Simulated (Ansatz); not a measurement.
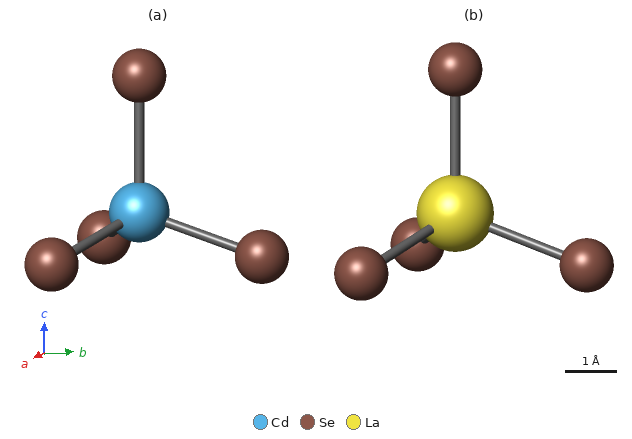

Left: perfect CdSe. Right: the same region with one point defect, after relaxing the atoms in a supercell of 32 sites. A ball-and-stick model of the atoms within 3.3 Å of one point, seen slightly off an axis.

The calculation used DFT, PBE, plane-wave PAW, default files, scalar-relativistic in Ansatz 0.2.0. (plane-wave cutoff 420 eV; k-point mesh 3 × 3 × 2; occupations fermi dirac; smearing width 0.01 eV; no spin polarisation) A uniform background neutralises the charged cell. The axes drawn are those of the host's conventional cell.

Q: Which defect is it?

A: A cadmium atom is replaced by lanthanum.

The charge state of the cell is +1.

Q: What does the relaxation do around it?

A: In the host the Cd atom has 4 Se at 2.61 to 2.70 Å; the La atom ends with 4 Se at 2.83 to 2.85 Å. Of the host's atoms, a selenium atom moves furthest from its site, by 0.24 Å. Relaxing the atoms from the host's sites lowers the energy by 1.07 eV.

Limits of the set-up: the cell is charged, on a uniform background, and energies carry no finite-size correction.
